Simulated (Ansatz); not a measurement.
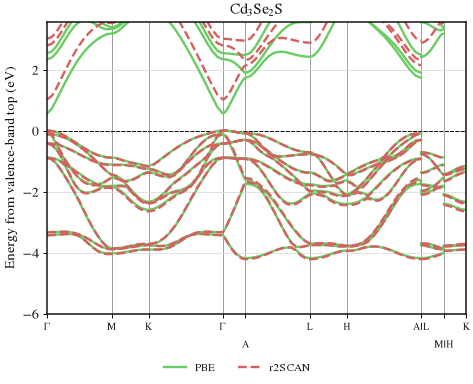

Band structures of Cd₃Se₂S, space group P3m1, 6 atoms in the cell, by two methods on the same cell. Each is counted from its own valence-band top.

**What changes from one method to the other?**

PBE gives a gap of 0.56 eV along the path and r2SCAN gives a gap of 1.02 eV along the path. Over the top 3 filled bands the two differ by 0.01 eV on average.

Settings. PBE: DFT PBE, scalar-relativistic, plane waves, PAW, no spin polarisation, 12×12×4 k mesh, 420 eV cutoff (Ansatz 0.2.0). r2SCAN: DFT r2SCAN, scalar-relativistic, plane waves, PAW, no spin polarisation, 12×12×4 k mesh, 500 eV cutoff, Gaussian smearing of 0.02 eV (Ansatz).

The structure is an invented one, so it need not be a known or stable phase.
